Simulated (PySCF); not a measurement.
**InNH3O (SMILES [NH2][In][OH]): a first try and a second**

Wanted: the excited states of InNH3O, TD-revPBE0/3-21G (density fitting).

The calculation is run with PySCF 2.14.0.

2 further runs of the same task are left out: 1 that didn't finish, 1 set aside as unsound or not needed.

## Step 1: Starting point

InNH3O: 6 atoms, total charge 0, spin state doublet. As SMILES, `[NH2][In][OH]`. The coordinates come from a PBE0-D4/def2-TZVP relaxation. This is one conformer, not always the lowest.

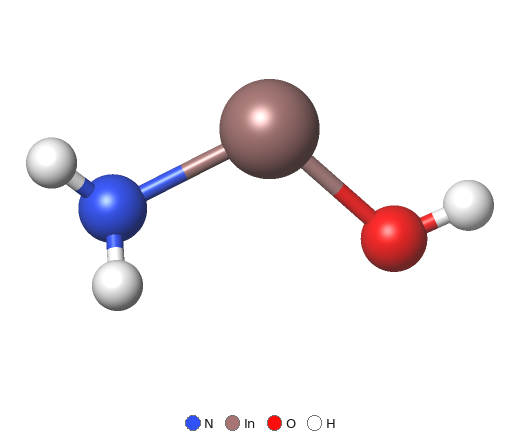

The structure, seen from a chosen angle (nitrogen blue, indium brown, oxygen red, hydrogen white).

## Step 2: The input as first written

Input file input.py:

```python
from pyscf import gto, dft, tdscf
from pyscf import df

system = gto.M(
    atom='''
N       -0.980400      -0.217800      -1.044400
In       0.940900      -0.096700      -0.287400
O        0.933000      -0.108100       1.721700
H       -1.045000       0.034400      -2.024100
H       -1.612200       0.391600      -0.531900
H        1.805600      -0.067200       2.120000
''',
    basis='cc-pvdz-f12',
    max_memory=1860,
    verbose=4,
    spin=1,
)

mf = dft.UKS(system, xc='revpbe0')
mf = mf.density_fit(auxbasis=df.aug_etb(system, beta=2.0))
mf.max_cycle = 100
mf.kernel()
if not mf.converged:
    mf = mf.newton().run(mf.mo_coeff, mf.mo_occ)

e_tot = mf.e_tot
print('E = %.10f Eh' % e_tot)

td = tdscf.TDDFT(mf)
td.nstates = 3
td.kernel()
td.analyze()
roots = td.e * 27.211386
osc = td.oscillator_strength()
print('state   eV      nm      f')
for i, (w, f) in enumerate(zip(roots, osc), 1):
    print('%3d %9.4f %8.1f %9.5f' % (i, w, 1239.842 / w, f))
```

Run with:

```console
$ OMP_NUM_THREADS=1 python input.py
```

The log of the run:

```text
pyscf.lib.exceptions.BasisNotFoundError: cc-pvdz-f12
```

Wall time 0.44 s (1 thread of Intel Xeon 6975P-C (Granite Rapids), shared host); peak memory 0.12 GiB.

## Step 3: What went wrong

The input was rejected.

The telling line is `pyscf.lib.exceptions.BasisNotFoundError: cc-pvdz-f12`. The cause is that the program or basis doesn't cover what is asked for. To mend it: basis set 3-21G in place of cc-pVDZ-F12.

## Step 4: The mended input

Input file calc.py:

```python
from pyscf import gto, dft, tdscf
from pyscf import df

mol = gto.M(
    atom='''
N       -0.980400      -0.217800      -1.044400
In       0.940900      -0.096700      -0.287400
O        0.933000      -0.108100       1.721700
H       -1.045000       0.034400      -2.024100
H       -1.612200       0.391600      -0.531900
H        1.805600      -0.067200       2.120000
''',
    verbose=4,
    spin=1,
    max_memory=1860,
    basis='3-21g',
)

ks = dft.UKS(mol, xc='revpbe0')
ks = ks.density_fit(auxbasis=df.aug_etb(mol, beta=2.0))
ks.max_cycle = 100
ks = ks.newton()
ks.kernel()

etot = ks.e_tot
print('Final energy', etot)

td = ks.TDDFT()
td.nstates = 3
td.kernel()
td.analyze()
roots = td.e * 27.211386
osc = td.oscillator_strength()
print('state   eV      nm      f')
for i, (w, f) in enumerate(zip(roots, osc), 1):
    print('%3d %9.4f %8.1f %9.5f' % (i, w, 1239.842 / w, f))
```

Run with:

```console
$ OMP_NUM_THREADS=1 python calc.py
```

The log of the run:

```text
PySCF version 2.14.0

[... 93 lines left out ...]
converged SCF energy = -5847.98129222997  <S^2> = 0.75535188  2S+1 = 2.0053447
Final energy -5847.981292229971
[... 24 lines left out ...]
** Transition electric dipole moments (AU) **
state          X           Y           Z        Dip. S.      Osc.
  1        -0.5241     -0.1818     -0.0886      0.3156      0.0154
  2        -0.1476     -0.2836     -0.1199      0.1166      0.0081
  3         0.3022     -0.8906     -0.0048      0.8845      0.0735

** Transition velocity dipole moments (imaginary part, AU) **
state          X           Y           Z        Dip. S.      Osc.
  1        -0.0573     -0.0204     -0.0166      0.0040      0.0362
  2        -0.0215     -0.0116     -0.0126      0.0008      0.0049
  3         0.0204     -0.0825     -0.0096      0.0073      0.0392

** Transition magnetic dipole moments (imaginary part, AU) **
state          X           Y           Z
  1        -0.0940     -0.1523     -0.0689
  2         0.0510     -0.0809     -0.0086
  3         0.3746     -0.0337      0.6026
state   eV      nm      f
  1    1.9913    622.6   0.01540
  2    2.8199    439.7   0.00805
  3    3.3923    365.5   0.07351
```

It took 75 s on 1 thread of Intel Xeon 6975P-C (Granite Rapids), shared host; peak memory 0.43 GiB.

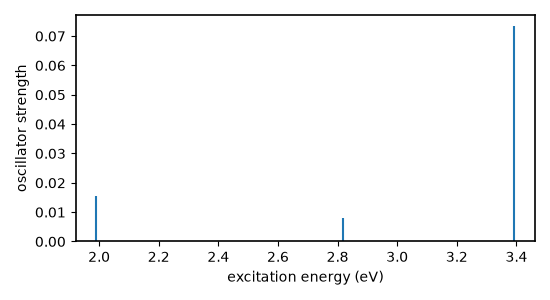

Vertical excitations as sticks.

The roots found:

```csv
excited state,energy (eV),strength
1,1.991,0.0154
2,2.820,0.0080
3,3.392,0.0735
```

## Step 5: What came out

Level: TD-revPBE0/3-21G (density fitting).

```
                                                       quantity           value
                              ground-state or mean-field energy  -5847.98129 Eh
                      dipole moment (revPBE0 Kohn–Sham density)          2.22 D
HOMO energy (revPBE0 Kohn–Sham orbitals) (highest over α and β)        -5.36 eV
 LUMO energy (revPBE0 Kohn–Sham orbitals) (lowest over α and β)        -2.64 eV
                              ⟨S²⟩ of the reference determinant           0.755
                                       lowest excitation energy         1.99 eV
```

In words: The brightest of the 3 transitions from the ground state lies at 3.39 eV (365 nm, f = 0.074); the lowest, at 1.99 eV, has f = 0.015. Relativity is left out although the molecule holds a heavy atom.
